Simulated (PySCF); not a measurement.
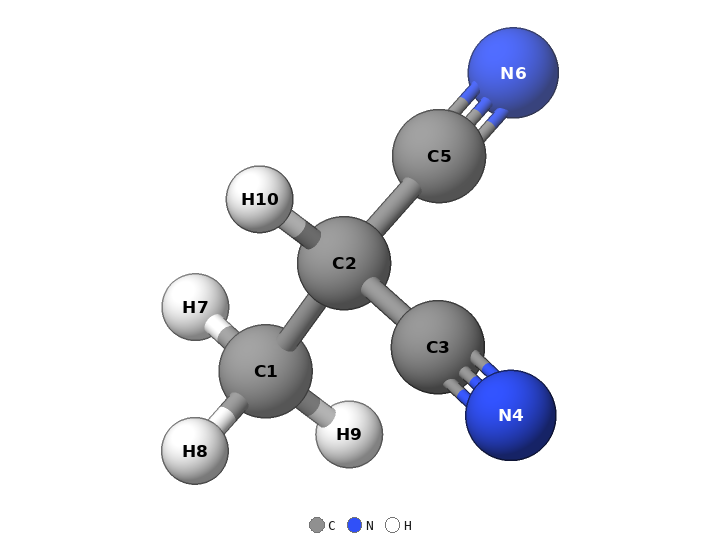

Computed geometry: GFN2-xTB optimisation. No frequency run is at hand to confirm it as a minimum. Method: delta-SCF UKS SCAN, pcX-2 on the ionised atom, pcseg-1 elsewhere, spin-free X2C (PySCF 2.14.0).

Give the core-electron binding energies (to vacuum) of C1 1s, C2 1s, C3 1s, N4 1s.

| atom | level | binding energy (eV) |
| --- | --- | --- |
| C1 | 1s | 292.2 |
| C2 | 1s | 294.1 |
| C3 | 1s | 293.0 |
| N4 | 1s | 405.8 |
